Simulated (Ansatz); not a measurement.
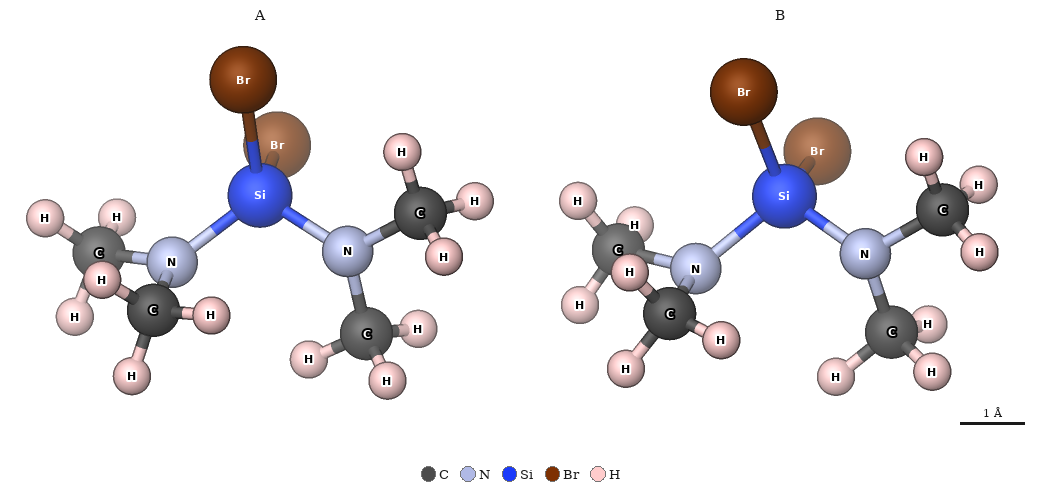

Two geometries of C₄H₁₂Br₂N₂Si (coarse preliminary run), drawn at one scale. One is the start of a relaxation, the other its converged end. Style: ball-and-stick. Shown at a tilt.

Method: Ansatz 0.2.0, RKS PBE-D4/def2-SVP. Set-up: force threshold 0.03 eV/Å; at most 200 steps.

**Which of the two is the end point?**

Structure A is the relaxed one. The start comes from a force field. The largest move after the best rigid fit is that of an H atom, 0.44 Å. Largest moves by element: H 0.44 Å, Br 0.36 Å, N 0.13 Å, C 0.13 Å, Si 0.07 Å. Some distances before and after: Br–Si 2.185 → 2.260 Å, N–Si 1.795 → 1.730 Å, C–H 1.046 → 1.107 Å, C–H 1.067 → 1.116 Å. Among the angles between lasting bonds that change: N–Si–Br 106.0° → 113.2°, Br–Si–Br 112.2° → 106.4°, C–N–C 108.2° → 113.6°. Over 8 geometry steps the energy falls by 16.4 kcal/mol. The largest force component goes from 2.8 to 0.0067 eV/Å. The run took about 12 s of wall time on a shared GPU.
